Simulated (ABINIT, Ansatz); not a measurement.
**SnO2 (Cassiterite): bands and cutoff in G0W0 with ABINIT**

Wanted: a converged G0W0 gap of SnO2 (Cassiterite), or an estimate of the limit.

Method: PBE and many-body steps on it, plane waves, in ABINIT 10.8.3.

## 1. The starting structure

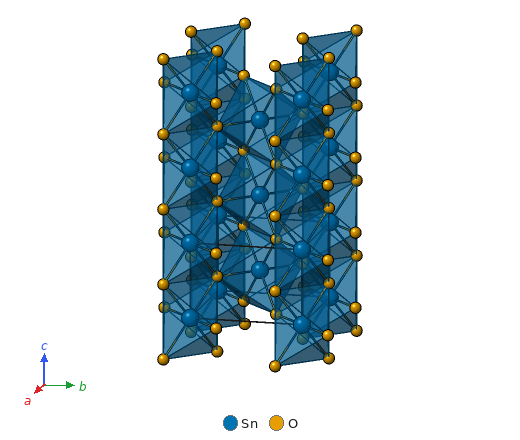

Start, viewed slightly off an axis; tin blue, oxygen orange. 1×1×3 cells are drawn. Some periodic images of atoms are drawn too.

The cell and positions come from the Crystallography Open Database and are kept as given unless a step says otherwise.

## 2. Empty states on the mesh, 4×4×4 mesh, 271 bands

This step: ABINIT 10.8.3; DFT, PBE, plane waves, norm-conserving pseudopotentials.

The sums over transitions need many empty states on a uniform mesh; this step solves for them.

The input, run.abi:

```
acell 3*1.0 Angstrom
rprim 
  4.738000000000 0.000000000000 0.000000000000
  0.000000000000 4.738000000000 0.000000000000
  0.000000000000 0.000000000000 3.186500000000
ntypat 2
znucl 50 8
natom 6
typat 1 1 2 2 2 2
xred 
  0.000000000000 0.000000000000 0.000000000000
  0.500000000000 0.500000000000 0.500000000000
  0.307100000000 0.307100000000 0.000000000000
  0.192900000000 0.807100000000 0.500000000000
  0.692900000000 0.692900000000 0.000000000000
  0.807100000000 0.192900000000 0.500000000000
pp_dirpath "pseudos"
pseudos "Sn.upf, O.upf"
ecut 42
ngkpt 4 4 4
nshiftk 1
shiftk 0 0 0
kptopt 1
chksymbreak 0
iscf -2
irdden 1
istwfk *1
nband 271
nbdbuf 24
tolwfr 1e-09
nstep 60
prtvol 0
indata_prefix "in"
outdata_prefix "out"
tmpdata_prefix "tmp"
```

On the command line:

```bash
$ OMP_NUM_THREADS=1 mpirun -n 8 abinit run.abi > log
```

Numbers of over 12 decimals in the logs are rounded to 6 here.

Output:

```text
.Version 10.8.3 of ABINIT. v10.8.2 released Aug 2026.

 Symmetries : space group P4_2/m n m (#136); Bravais tP (primitive tetrag.)
[... echo of the input left out ...]
== DATASET  1 ==================================================================
-   mpi_nproc: 8, omp_nthreads: 1 (-1 if OMP is not activated)

--- !DatasetInfo
iteration_state: {dtset: 1, }
dimensions: {natom: 6, nkpt: 18, mband: 271, nsppol: 1, nspinor: 1, nspden: 1, mpw: 6312, }
cutoff_energies: {ecut:  42.0, pawecutdg:  -1.0, }
[...]
4.38916    4.39490    4.39490    4.42147    4.44648    4.45333    4.45869    4.47150
   4.47150    4.50645    4.50646    4.51263    4.51266    4.52011    4.52120    4.55848
   4.55886    4.55983    4.56013    4.56075    4.56429    4.56750    4.57868
 prteigrs : prtvol=0 or 1, do not print more k-points.

== END DATASET(S) ==============================================================
================================================================================

 -outvars: echo values of variables after computation  --------
            nband         271
             nkpt          18
          spgroup         136
 [... the other variables as echoed above ...]

 Calculation completed.
```

Wall time 4.5 min (8 MPI ranks of Arm Neoverse V1, shared host); peak memory 1.1 GiB; 36 min of CPU time.

This step gave:

- gap: 1.284 eV
- k of the valence top: 0, 0, 0
- k of the conduction bottom: 0, 0, 0
- least direct gap: 1.284 eV
- k points computed: 18
- lowest point of the top converged band, above the valence top: 109.8554 eV

On this mesh the gap is 1.284 eV.

The density comes from a self-consistent run that is not shown.

## 3. Screening, 4×4×4 mesh, 60 bands, screening to 76.2 eV

The RPA dielectric matrix is built and inverted for each q.

This step: RPA screening on PBE, plane waves, norm-conserving pseudopotentials.

Changes to run.abi since step 2:

```diff
@@ -24,10 +24,11 @@
 chksymbreak 0
-iscf -2
-irdden 1
 istwfk *1
-nband 271
-nbdbuf 24
-tolwfr 1e-09
-nstep 60
-prtvol 0
+occopt 1
+irdwfk 1
+optdriver 3
+nband 60
+ecuteps 2.8
+inclvkb 2
+awtr 1
+symchi 1
 indata_prefix "in"
```

Output:

```text
.Version 10.8.3 of ABINIT. v10.8.2 released Aug 2026.

 Symmetries : space group P4_2/m n m (#136); Bravais tP (primitive tetrag.)
[... echo of the input left out ...]
== DATASET  1 ==================================================================
-   mpi_nproc: 8, omp_nthreads: 1 (-1 if OMP is not activated)

--- !DatasetInfo
iteration_state: {dtset: 1, }
dimensions: {natom: 6, nkpt: 18, mband: 60, nsppol: 1, nspinor: 1, nspden: 1, mpw: 6312, }
cutoff_energies: {ecut:  42.0, pawecutdg:  -1.0, }
electrons: {nelect:   6.80000000E+01, charge:   0.00000000E+00, occopt:   1.00000000E+00, tsmear:   1.00000000E-02, }

 SCREENING: Calculation of the susceptibility and dielectric matrices

 Based on a program developped by R.W. Godby, V. Olevano, G. Onida, and L. Reining.
 Incorporated in ABINIT by V. Olevano, G.-M. Rignanese, and M. Torrent.
.Using double precision arithmetic ; gwpc =  8

[... cell and pseudopotentials left out ...]
--------------------------------------------------------------------------------

 ==== K-mesh for the wavefunctions ====
 Number of points in the irreducible wedge :    18
[... list of points left out ...]
 Together with 16 symmetry operations and time-reversal symmetry
 yields    64 points in the full Brillouin Zone.

 ==== Q-mesh for the screening function ====
 Number of points in the irreducible wedge :    18
[... list of points left out ...]
 Together with 16 symmetry operations and time-reversal symmetry
 yields    64 points in the full Brillouin Zone.

 setmesh: FFT mesh size selected  =    36x   36x   24
          total number of points  =        31104

 vcoul_init : cutoff-mode = AUXILIARY_FUNCTION
 q-points for optical limit:   1
     1)      0.000010    0.000020    0.000030

- screening: taking advantage of time-reversal symmetry
- Maximum band index for partially occupied states nbvw = 34
- Remaining bands to be divided among processors   nbcw = 26
- Number of bands treated by each node ~3

 Number of electrons calculated from density =   68.0000; Expected =   68.0000
 average of density, n =  0.140867
 r_s =    1.1923
 omega_plasma =   36.2043 [eV]

 calculating chi0 at frequencies [eV] :
  1    0.000000E+00    0.000000E+00
  2    0.000000E+00    3.620427E+01

--------------------------------------------------------------------------------
  q-point number  1        q = ( 0.000000, 0.000000, 0.000000) [r.l.u.]
--------------------------------------------------------------------------------
[... chi0 elements left out ...]
 For q-point:  0.000010 0.000020 0.000030
  dielectric constant =   4.5093
  dielectric constant without local fields =   4.6510

  Average fulfillment of the sum rule on Im[epsilon] for q-point    1 :     19.41  [%]
[... wings left out ...]
  q-point number  2        q = ( 0.250000, 0.000000, 0.000000) [r.l.u.]
--------------------------------------------------------------------------------
[... chi0 elements left out ...]
  Average fulfillment of the sum rule on Im[epsilon] for q-point    2 :     31.59  [%]

 [... 16 further q-points ...]
```

Wall time 55 s (8 MPI ranks); peak memory 3.8 GiB; 7.4 min of CPU time.

This step gave:

| Item | Value |
| --- | --- |
| ε∞ with local fields, on this mesh, along the program's q direction | 4.509 |
| the same without local fields | 4.651 |
| plasma frequency | 36.20 eV |
| plane waves in the screening matrix | 113 |

Local fields lower ε∞ by 3 %. On a Γ-centred mesh this coarse the value itself is usually too large, while a short band sum pulls it down.

## 4. 60 bands, 76.2 eV

The self-energy is evaluated for the states that the input lists, and the levels follow from it, in one-shot runs by the linearised quasiparticle equation.

This step: G0W0 on PBE, plane waves, norm-conserving pseudopotentials.

Changes to run.abi since step 3:

```diff
@@ -27,8 +27,15 @@
 irdwfk 1
-optdriver 3
+optdriver 4
 nband 60
+gwcalctyp 0
+ecutsigx 42
+symsigma 1
+nkptgw 1
+kptgw 
+  0.0000000000 0.0000000000 0.0000000000
+bdgw 
+  32 36
 ecuteps 2.8
-inclvkb 2
-awtr 1
-symchi 1
+irdscr 1
+ppmodel 1
 indata_prefix "in"
```

Output:

```text
.Version 10.8.3 of ABINIT. v10.8.2 released Aug 2026.

 Symmetries : space group P4_2/m n m (#136); Bravais tP (primitive tetrag.)
[... echo of the input left out ...]
== DATASET  1 ==================================================================
-   mpi_nproc: 8, omp_nthreads: 1 (-1 if OMP is not activated)

--- !DatasetInfo
iteration_state: {dtset: 1, }
dimensions: {natom: 6, nkpt: 18, mband: 60, nsppol: 1, nspinor: 1, nspden: 1, mpw: 6312, }
cutoff_energies: {ecut:  42.0, pawecutdg:  -1.0, }
electrons: {nelect:   6.80000000E+01, charge:   0.00000000E+00, occopt:   1.00000000E+00, tsmear:   1.00000000E-02, }

 SIGMA: Calculation of the GW corrections

 Based on a program developped by R.W. Godby, V. Olevano, G. Onida, and L. Reining.
 Incorporated in ABINIT by V. Olevano, G.-M. Rignanese, and M. Torrent.
.Using double precision arithmetic ; gwpc =  8

[... cell and pseudopotentials left out ...]
--------------------------------------------------------------------------------

 ==== K-mesh for the wavefunctions ====
 Number of points in the irreducible wedge :    18
[... list of points left out ...]
 Together with 16 symmetry operations and time-reversal symmetry
 yields    64 points in the full Brillouin Zone.

 ==== Q-mesh for screening function ====
 Number of points in the irreducible wedge :    18
[... list of points left out ...]
 Together with 16 symmetry operations and time-reversal symmetry
 yields    64 points in the full Brillouin Zone.

 vcoul_init : cutoff-mode = AUXILIARY_FUNCTION
 q-points for optical limit:   1
     1)      0.000010    0.000020    0.000030
 setmesh: FFT mesh size selected  =    54x   54x   36
          total number of points  =       104976

 Number of electrons calculated from density =   68.0000; Expected =   68.0000
 average of density, n =  0.140867
 r_s =    1.1923
 omega_plasma =   36.2043 [eV]

 === KS Band Gaps ===
  >>>> For spin  1
   Minimum direct gap =   1.2836 [eV], located at k-point      :   0.0000  0.0000  0.0000
   Fundamental gap    =   1.2836 [eV], Top of valence bands at :   0.0000  0.0000  0.0000
                                       Bottom of conduction at :   0.0000  0.0000  0.0000
 SIGMA fundamental parameters:
 PLASMON POLE MODEL  1
 number of plane-waves for SigmaX                 6273
 number of plane-waves for SigmaC and W            113
 number of plane-waves for wavefunctions          6273
 number of bands                                    60
 number of independent spin polarizations            1
 number of spinorial components                      1
 number of k-points in IBZ                          18
 number of q-points in IBZ                          18
 number of symmetry operations                      16
 number of k-points in BZ                           64
 number of q-points in BZ                           64
 number of frequencies for dSigma/dE                 9
 frequency step for dSigma/dE [eV]                0.25
 number of omega for Sigma on real axis              0
 max omega for Sigma on real axis  [eV]           0.00
 zcut for avoiding poles [eV]                     0.10

 EPSILON^-1 parameters (SCR file):
 dimension of the eps^-1 matrix on file            113
 dimension of the eps^-1 matrix used               113
 number of plane-waves for wavefunctions          6273
 number of bands                                    60
 number of q-points in IBZ                          18
 number of frequencies                               2
 number of real frequencies                          1
 number of imag frequencies                          1

 matrix elements of self-energy operator (all in [eV])

 Perturbative Calculation

--- !SelfEnergy_ee
iteration_state: {dtset: 1, }
kpoint     : [   0.000,    0.000,    0.000, ]
spin       : 1
KS_gap     :    1.284
QP_gap     :    2.961
Delta_QP_KS:    1.678
data: !SigmaeeData |
     Band     E0 <VxcDFT>   SigX SigC(E0)      Z dSigC/dE  Sig(E)    E-E0       E
       32   6.013 -20.016 -25.535   5.368   0.784  -0.276 -20.134  -0.118   5.895
       33   6.013 -20.016 -25.535   5.368   0.784  -0.276 -20.134  -0.118   5.895
       34   6.777 -20.351 -26.231   5.668   0.783  -0.277 -20.516  -0.166   6.611
       35   8.061 -16.498 -12.586  -2.128   0.847  -0.180 -14.986   1.512   9.573
       36  12.920 -16.302 -10.641  -3.011   0.834  -0.199 -14.093   2.209  15.129

== END DATASET(S) ==============================================================
================================================================================

 -outvars: echo values of variables after computation  --------
           etotal      0.0000000000E+00
            nband          60
             nkpt          18
          spgroup         136
 [... the other variables as echoed above ...]

 Calculation completed.
```

It took 4.3 s on 8 MPI ranks; peak memory 2.2 GiB; 34 s of CPU time.

This step gave:

```yaml
g0w0_gap_on_the_points_computed: 2.962 eV
starting_gap_on_the_mesh: 1.284 eV
k_of_the_valence_top: 0, 0, 0
k_of_the_conduction_bottom: 0, 0, 0
z_at_the_valence_top: 0.783
z_at_the_conduction_bottom: 0.847
least_direct_g0w0_gap_on_the_computed_points: 2.962 eV
```

The gap on the mesh goes from 1.28 eV to 2.96 eV, a correction of +1.68 eV.

## 5. Screening, 4×4×4 mesh, 121 bands, screening to 141.5 eV

This step: RPA screening on PBE, plane waves, norm-conserving pseudopotentials.

Changes to run.abi since step 4:

```diff
@@ -27,15 +27,8 @@
 irdwfk 1
-optdriver 4
-nband 60
-gwcalctyp 0
-ecutsigx 42
-symsigma 1
-nkptgw 1
-kptgw 
-  0.0000000000 0.0000000000 0.0000000000
-bdgw 
-  32 36
-ecuteps 2.8
-irdscr 1
-ppmodel 1
+optdriver 3
+nband 121
+ecuteps 5.2
+inclvkb 2
+awtr 1
+symchi 1
 indata_prefix "in"
```

Output:

```text
.Version 10.8.3 of ABINIT. v10.8.2 released Aug 2026.

 Symmetries : space group P4_2/m n m (#136); Bravais tP (primitive tetrag.)
[... echo of the input left out ...]
== DATASET  1 ==================================================================
-   mpi_nproc: 8, omp_nthreads: 1 (-1 if OMP is not activated)

--- !DatasetInfo
iteration_state: {dtset: 1, }
dimensions: {natom: 6, nkpt: 18, mband: 121, nsppol: 1, nspinor: 1, nspden: 1, mpw: 6312, }
cutoff_energies: {ecut:  42.0, pawecutdg:  -1.0, }
electrons: {nelect:   6.80000000E+01, charge:   0.00000000E+00, occopt:   1.00000000E+00, tsmear:   1.00000000E-02, }

 SCREENING: Calculation of the susceptibility and dielectric matrices

 Based on a program developped by R.W. Godby, V. Olevano, G. Onida, and L. Reining.
 Incorporated in ABINIT by V. Olevano, G.-M. Rignanese, and M. Torrent.
.Using double precision arithmetic ; gwpc =  8

[... cell and pseudopotentials left out ...]
--------------------------------------------------------------------------------

 ==== K-mesh for the wavefunctions ====
 Number of points in the irreducible wedge :    18
[... list of points left out ...]
 Together with 16 symmetry operations and time-reversal symmetry
 yields    64 points in the full Brillouin Zone.

 ==== Q-mesh for the screening function ====
 Number of points in the irreducible wedge :    18
[... list of points left out ...]
 Together with 16 symmetry operations and time-reversal symmetry
 yields    64 points in the full Brillouin Zone.

 setmesh: FFT mesh size selected  =    36x   36x   24
          total number of points  =        31104

 vcoul_init : cutoff-mode = AUXILIARY_FUNCTION
 q-points for optical limit:   1
     1)      0.000010    0.000020    0.000030

- screening: taking advantage of time-reversal symmetry
- Maximum band index for partially occupied states nbvw = 34
- Remaining bands to be divided among processors   nbcw = 87
- Number of bands treated by each node ~10

 Number of electrons calculated from density =   68.0000; Expected =   68.0000
 average of density, n =  0.140867
 r_s =    1.1923
 omega_plasma =   36.2043 [eV]

 calculating chi0 at frequencies [eV] :
  1    0.000000E+00    0.000000E+00
  2    0.000000E+00    3.620427E+01

--------------------------------------------------------------------------------
  q-point number  1        q = ( 0.000000, 0.000000, 0.000000) [r.l.u.]
--------------------------------------------------------------------------------
[... chi0 elements left out ...]
 For q-point:  0.000010 0.000020 0.000030
  dielectric constant =   4.5916
  dielectric constant without local fields =   4.8090

  Average fulfillment of the sum rule on Im[epsilon] for q-point    1 :     47.02  [%]
[... wings left out ...]
  q-point number  2        q = ( 0.250000, 0.000000, 0.000000) [r.l.u.]
--------------------------------------------------------------------------------
[... chi0 elements left out ...]
  Average fulfillment of the sum rule on Im[epsilon] for q-point    2 :     61.20  [%]

 [... 16 further q-points ...]
```

Wall time 3.2 min (8 MPI ranks); peak memory 4.5 GiB.

This step gave:

| Item | Value |
| --- | --- |
| ε∞ with local fields, on this mesh, along the program's q direction | 4.592 |
| the same without local fields | 4.809 |
| plasma frequency | 36.20 eV |
| plane waves in the screening matrix | 275 |

(Part 1 of 2 ends here.)

[Paths, hosts, dates, memory and timing lines, banners, echoed tables and standing remarks are left out of the program output.]

[Logs are printed without paths, hosts, clocks, repeated set-up lines and the standing remarks that a program may print on its own settings, such as how far it seeks lower states.]

[Runs of the session that timed out or met a known fault of the program may be left out.]

[Hosts, paths, dates, database ids (printed as entryN), source tags and the programs' standing remarks are cut or masked in the printed files.]

[G0W0 gaps are taken among the corrected bands and points alone; a level outside them can change the order at an edge.]

[Where Ansatz stands beside ABINIT at settings called matched, ABINIT's density can come from a denser mesh and the files from another edition; pairs whose starting gaps differed by over 0.03 eV were left out, so agreement reads better than it is.]
